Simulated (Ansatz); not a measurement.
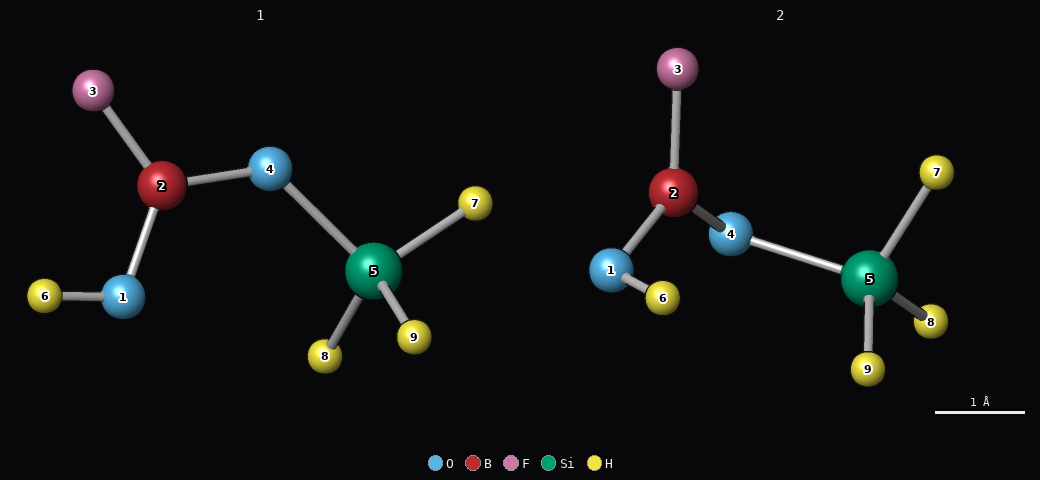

Two geometries of BSiH$_{4}$O$_{2}$F (coarse preliminary run), drawn at one scale. One is the start of a relaxation, the other its converged end. A ball-and-stick model, seen at a tilt.

Theory: RKS PBE-D4/def2-SVP (Ansatz 0.2.0). (force threshold 0.03 eV/Å; at most 200 steps)

**Which of the two is the end point?**

Structure 1 is the relaxed one. The start comes from a force field. After 26 accepted moves (27 points after the start) the energy has fallen by 1.226 eV. Largest force component: 2.9 eV/Å at the start, 0.024 eV/Å at the end. The line search rejected the trial step at point 10 of the run. The forces were under the threshold at step 12, but the run went on from there. The atom that moves furthest after the best rigid fit is O4 (1.35 Å). Largest moves by element: O 1.35 Å, H 1.26 Å, F 0.79 Å, Si 0.30 Å, B 0.27 Å. Some distances before and after: B2–O4 1.478 → 1.361 Å, B2–F3 1.426 → 1.347 Å, O1–B2 1.427 → 1.369 Å, Si5–H8 1.458 → 1.502 Å. Among the angles between lasting bonds that change: B2–O4–Si5 107.0° → 128.8°, H7–Si5–H8 107.2° → 110.0°, B2–O1–H6 109.8° → 112.2°. Groups turn about O4–Si5 by about 115°, O1–B2 by about 90°, B2–O4 by about 85°. The run took about 2.4 core-minutes on a shared host.
